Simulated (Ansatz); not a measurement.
**H3N3Si (SMILES [NH-][N+]#[Si]N): density, localisation and related maps**

Input file:

```
crystal:
  periodic: [false, false, false]
  atoms:
    - {symbol: "N", position_ang: [0.264628, -1.595337, -0.243975]}
    - {symbol: N, position_ang: [-0.695132, -0.325865, 1.846032]}
    - {symbol: "N", position_ang: [-0.330755, -0.087044, 2.997454]}
    - {symbol: Si, position_ang: [-1.175024, -1.547576, 0.704203]}
    - {symbol: H, position_ang: [1.135428, -1.121670, -0.048766]}
    - {symbol: H, position_ang: [0.274447, -2.065448, -1.136559]}
    - {symbol: H, position_ang: [-0.445632, 0.935321, 3.177476]}
basis:
  gaussian: {orbitals: def2-TZVPD}
hamiltonian: {xc: {name: PBE0}}
output: {forces: true, orbitals: {seedname: orbitals}}
```

Launched as:

```sh
ansatz run input.yaml --threads 2 --pin off --max-ram 4350MiB --events-out events.jsonl --progress --plain --runs-dir runs
```

Geometry: B3LYP-D3(BJ)/6-311G**.

Computed with isolated molecule in a Gaussian basis; Kohn-Sham density functional theory, functional PBE0 in Ansatz.

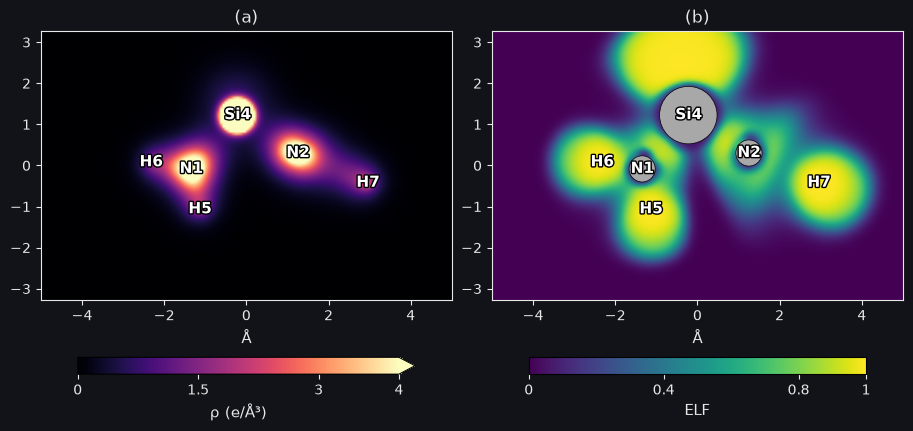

Figure 1. (a) electron density; (b) ELF on the plane of atoms N1, Si4 and N2. Grey discs cover the atomic cores in the ELF map.

Q: What does the map show?

A:
- The section cuts through N, Si and H sites.
- Si–N (1.72 Å): the density is about 1.1 e/Å³ at the midpoint; the ELF peaks at about 0.90 between the atoms, as expected for a shared but strongly polarised pair.
- N–H (1.01 Å): ρ is about 2.9 e/Å³ halfway; the ELF climbs to about 1 towards the hydrogen, as it does in any bond to H: a covalent bond by its length.
- The ELF also peaks beside Si4, away from the bonds: lone-pair regions.

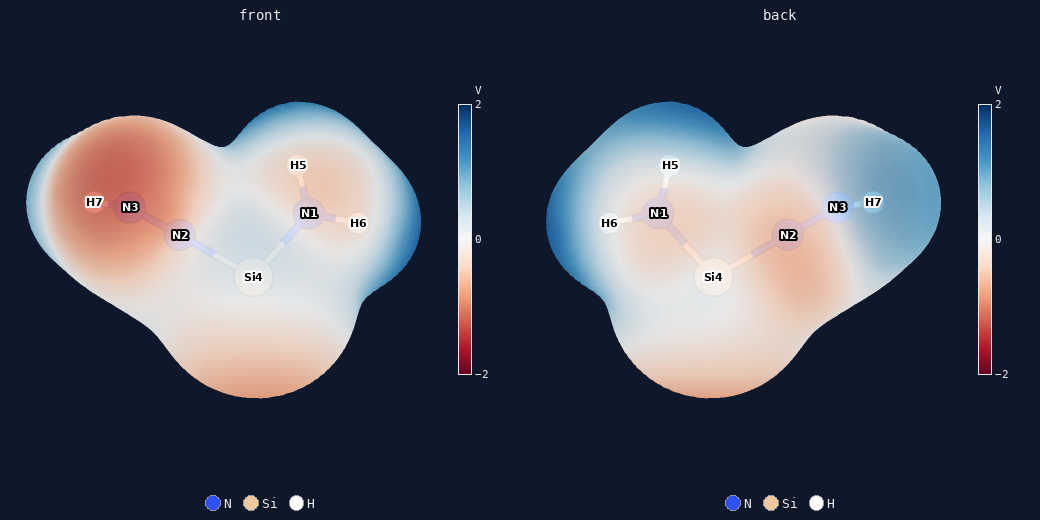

Figure 2. The molecular electrostatic potential painted on the density surface at 0.001 e/bohr³, seen from the front and from behind; the colour scale runs from red (negative) to blue (positive).

Q: Where is the surface potential most negative and most positive?

A: The most negative region (about −1.2 V) lies over N3, the most positive (about +1.5 V) over H6. N3 is the likeliest acceptor of a hydrogen bond.

Q: What dipole moment does the calculation give?

A: Its dipole moment is 1.90 D.

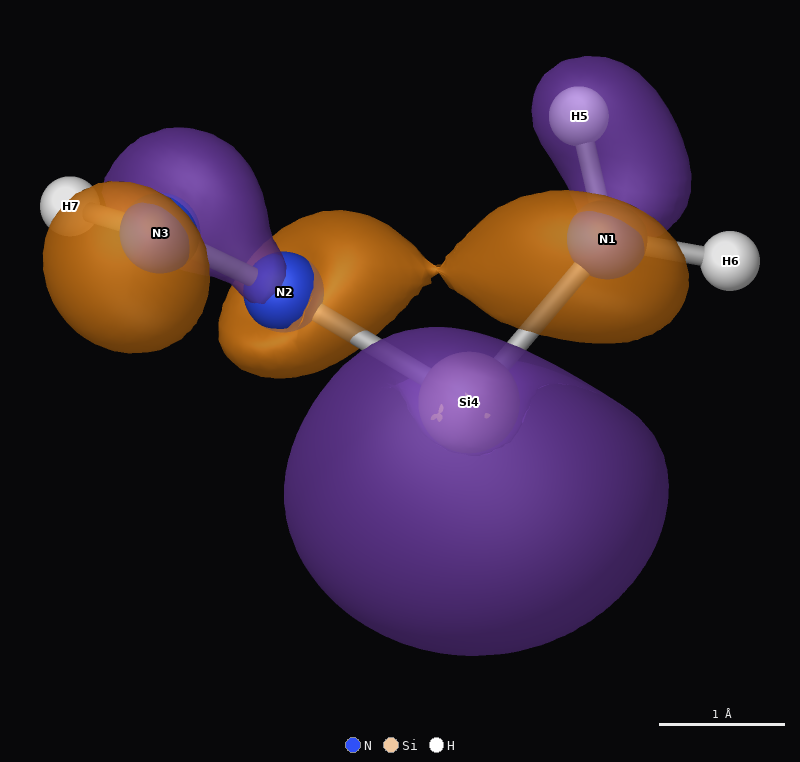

Figure 3. The HOMO−1 at ±0.1 Å⁻³ᐟ² (orange and purple are the two phases), seen across its widest extent.

Q: Where does this orbital lie, and at what energy?

A: By Hirshfeld shares it lies mainly on Si4 (about 70 %), N1 (about 10 %), N3 (about 10 %) and N2 (about 5 %). Its energy is −7.20 eV.

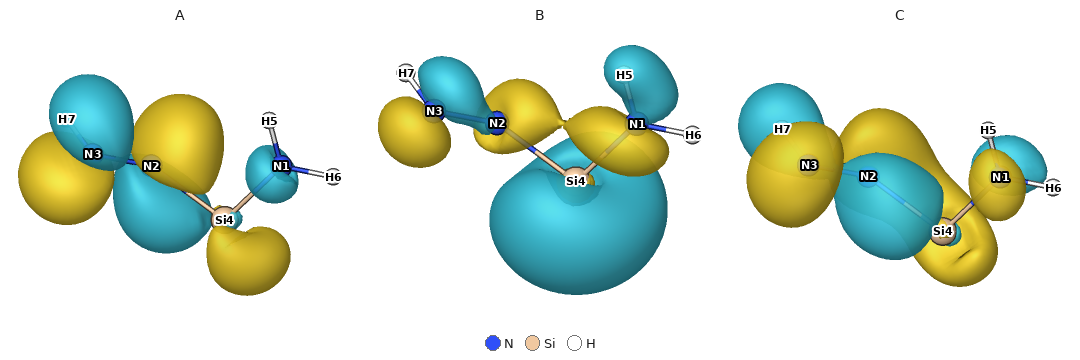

Figure 4. Three frontier orbitals at ±0.1 Å⁻³ᐟ² (yellow and cyan are the two phases), in no order.

Q: Which picture is the HOMO−1, the HOMO and the LUMO?

A: B is the HOMO−1 (−7.20 eV). By Hirshfeld shares it lies mainly on Si4 (about 70 %), N1 (about 10 %), N3 (about 10 %) and N2 (about 5 %). C is the HOMO (−6.07 eV). Its weight (Hirshfeld) is mainly on N2 (about 40 %), N3 (about 30 %), Si4 (about 20 %), H7 (about 10 %) and N1 (about 5 %). A is the LUMO (−1.98 eV). Its weight (Hirshfeld) is mainly on N3 (about 40 %), N2 (about 35 %) and Si4 (about 20 %); π-antibonding (π*) across N3–N2.

Q: What is the HOMO–LUMO gap?

A: 4.09 eV between the orbital energies.
